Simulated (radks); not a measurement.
System: atomic hafnium (Hf), configuration [Xe] 4f14 5d2 6s2 (high spin). Method: scalar-relativistic Kohn-Sham, BLYP, spin-polarised, spherical densities, finite nucleus; computed with the in-house radial solver radks.

```
Z 72
configuration [Xe] 4f14 5d2 6s2 6p0 7s0 5f0 6d0
relativity scalar-relativistic
functional b88,lyp
spin polarised
nucleus finite rms 5.347 fm
c 137.035999084
```

Wanted: the number of electrons inside radius r (solid) and the radial density 4πr²ρ (dashed).

The count levels off at 72 electrons. Half of them lie within 0.406 bohr, 90 % within 1.39 bohr and 99 % within 4.12 bohr. The radial density has minima at 0.0248, 0.106 and 0.308 bohr, where the count stands at 1.9, 11.1 and 29.8; these part the shells that the density resolves.

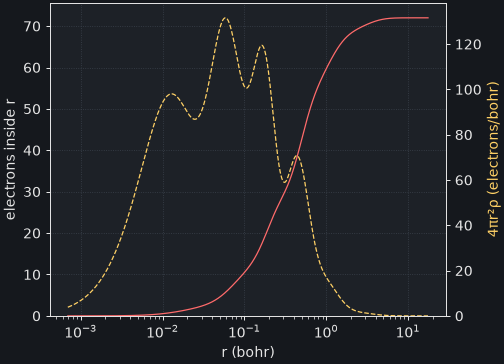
